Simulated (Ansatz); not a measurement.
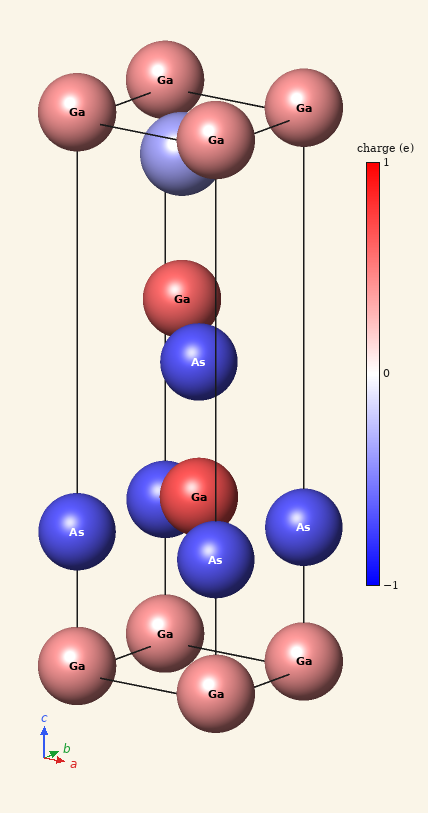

Spheres-only drawing of the structure, looking slightly off an axis. The simulation cell is drawn as a box. The atoms of this Ga3SbAs2 cell are coloured by their Bader charge.

Method used: DFT PBE, scalar-relativistic, plane waves, PAW in Ansatz. It ran with E_cut = 420 eV, a 12×12×4 sampling of the Brillouin zone, Gaussian smearing of 0.1 eV, no spin polarisation.

### Which atoms are positive and which negative?

Most positive: Ga; most negative: As. Charges: about Ga +0.4 to +0.7 e; Sb -0.3 e; As -0.7 to -0.6 e.

Starting structure: a structure type filled with these elements by a generator (whether the compound takes this form wasn't checked). Earlier steps of the study may have refined or changed the cell and positions. It was run through Ansatz as a DFT input.
